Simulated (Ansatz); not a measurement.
System: C3H6O (SMILES C=CCO).

Input file:

```
crystal:
  periodic: [false, false, false]
  atoms:
    - {symbol: C, position_ang: [-1.085998, 0.941278, 0.567288]}
    - {symbol: C, position_ang: [0.150287, 0.490814, 0.406151]}
    - {symbol: C, position_ang: [0.484302, -0.874874, -0.093511]}
    - {symbol: O, position_ang: [1.295920, -0.834638, -1.252323]}
    - {symbol: H, position_ang: [-1.946192, 0.314639, 0.349827]}
    - {symbol: H, position_ang: [-1.287309, 1.943007, 0.929109]}
    - {symbol: H, position_ang: [1.000236, 1.135081, 0.621348]}
    - {symbol: H, position_ang: [-0.438466, -1.445141, -0.267742]}
    - {symbol: H, position_ang: [1.071276, -1.418873, 0.652361]}
    - {symbol: H, position_ang: [0.839044, -0.302592, -1.909609]}
basis:
  gaussian: {orbitals: def2-TZVPP}
hamiltonian: {xc: pbe0, dispersion: d4}
output: {orbitals: {seedname: orbitals}}
```

Launched as:

```sh
ansatz run in.yaml --threads 4 --pin off --events-out ev --progress --plain --max-ram 10444MiB
```

Geometry: PBE0-D4/def2-TZVP.

Method: RKS PBE0-D4/def2-TZVPP in Ansatz 0.2.0.

### Predict the electron density and electron localisation function between the atoms.

C–C (1.33 Å): ρ at the midpoint is about 2.4 e/Å³; the ELF peaks at about 0.95 between the atoms: a multiple bond.
C–C (1.49 Å): ρ is about 1.8 e/Å³ halfway; the ELF peaks at about 0.95 between the atoms (a covalent bond).
C–H (1.08 Å): ρ at the midpoint is about 2 e/Å³; the ELF climbs to about 1 towards the hydrogen, as it does in any bond to H: an ordinary covalent bond to hydrogen.

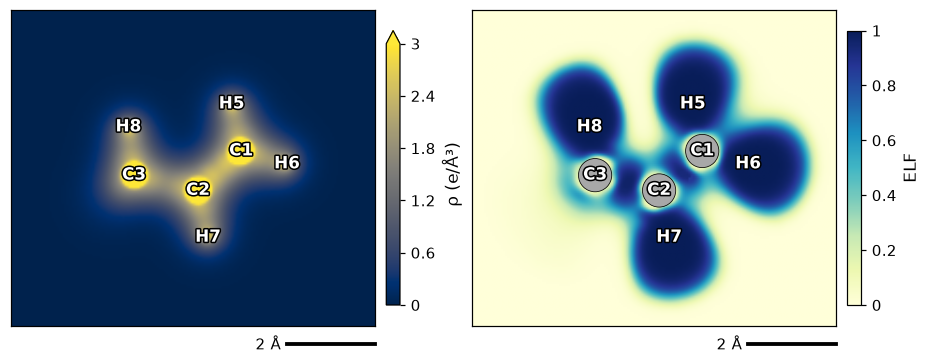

Computed electron density and electron localisation function on the plane of atoms C2, C3 and H8, in this order. Grey discs cover the atomic cores in the ELF map. 
